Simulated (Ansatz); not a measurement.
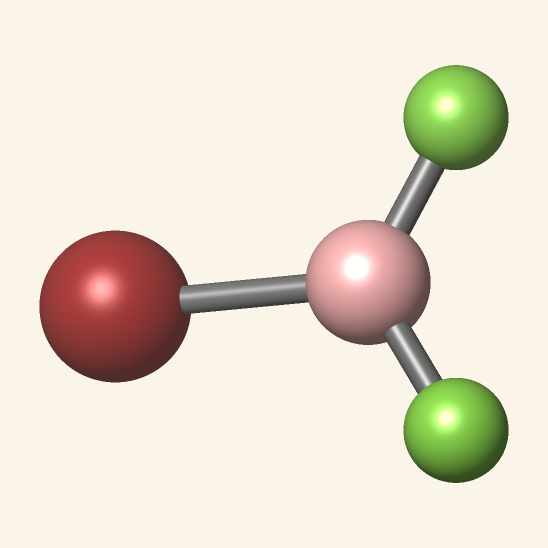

Colours: boron pink, fluorine green, bromine red.

The geometry was computed by an optimisation with PBE0-D4/def2-TZVP.

Describe the molecule.

The molecule is BBrF2. This geometry has C2v symmetry. All atoms lie on one plane. Coordination: 1 B trigonal planar.

The parts below concern this one geometry. Atoms keep their numbers from picture to picture.

**Geometry**

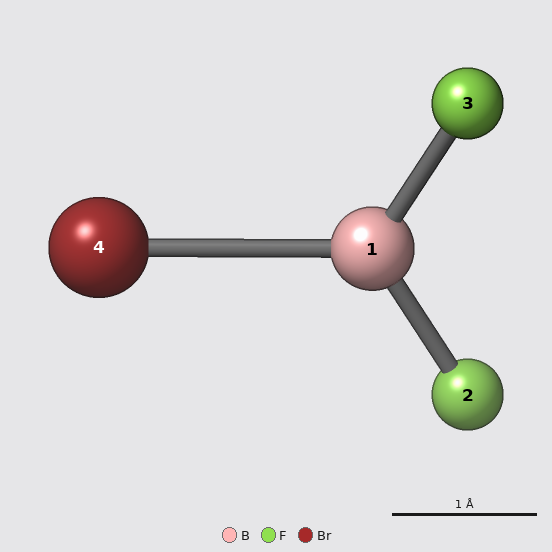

List the bonds and their lengths.

```json
{"bond": "B1–F2", "length (Å)": "1.309"}
{"bond": "B1–F3", "length (Å)": "1.309"}
{"bond": "B1–Br4", "length (Å)": "1.903"}
```

**Electronic properties**

Properties computed with RKS PBE0-D4/def2-TZVPP (Ansatz 0.2.0).

Question: Give the HOMO–LUMO gap at this level.

Answer: 8.68 eV.

Question: What is the HOMO energy (Kohn–Sham orbital)?

Answer: −9.08 eV.

**Thermal motion**

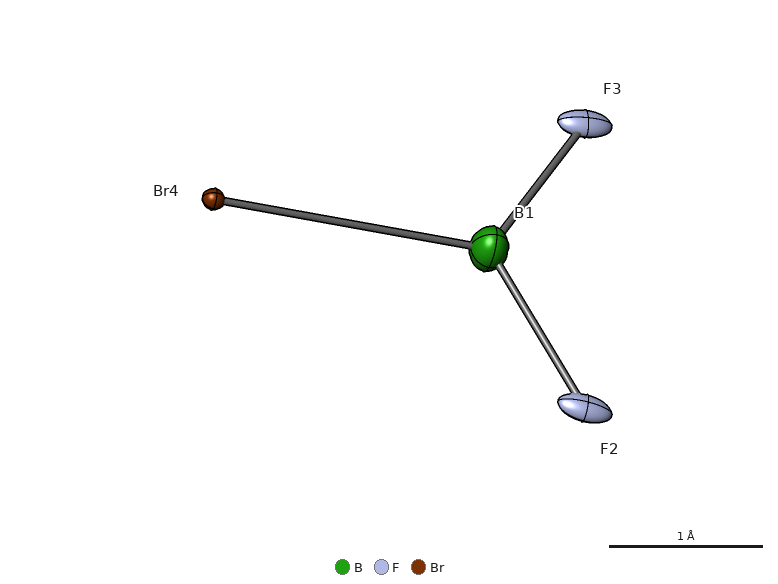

Displacement ellipsoids at the 50 % level, enlarged 2 times, from the internal vibrations of the free molecule (harmonic, no overall translation or rotation; no half-axis is drawn under 0.075 Å). Vibrations computed with RKS PBE0-D4/def2-TZVP (Ansatz 0.2.0). Temperature: 400 K.

Question: Which atom moves most?

Answer: B1, with U_eq = 0.0023 Å².

Give the displacement parameters, one line for each set of equivalent atoms.

```csv
atom,U_eq (Å²),rms amplitudes (Å)
B1,0.0023,"0.041, 0.048, 0.055"
"F2, F3",0.0016,"0.012, 0.033, 0.060"
Br4,0.00016,"0.002, 0.011, 0.019"
```

**Dipole moment**

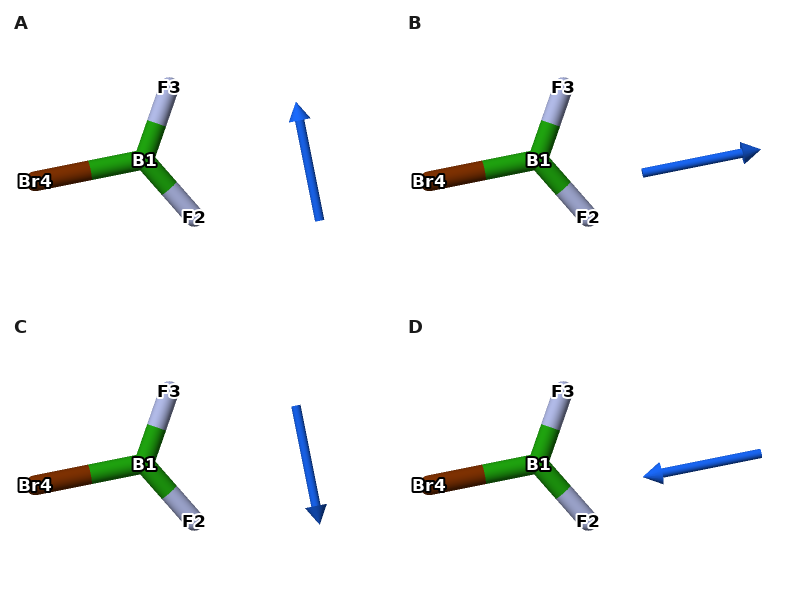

The same molecule four times, each with an arrow. Method: RKS PBE0-D4/def2-TZVP (Ansatz 0.2.0).

Question: Which arrow points along the dipole moment, from the negative to the positive end?

Answer: D. The dipole moment is 0.27 D; it points from the side of F2, F3 to the side of Br4 (the outermost atoms at the two ends).
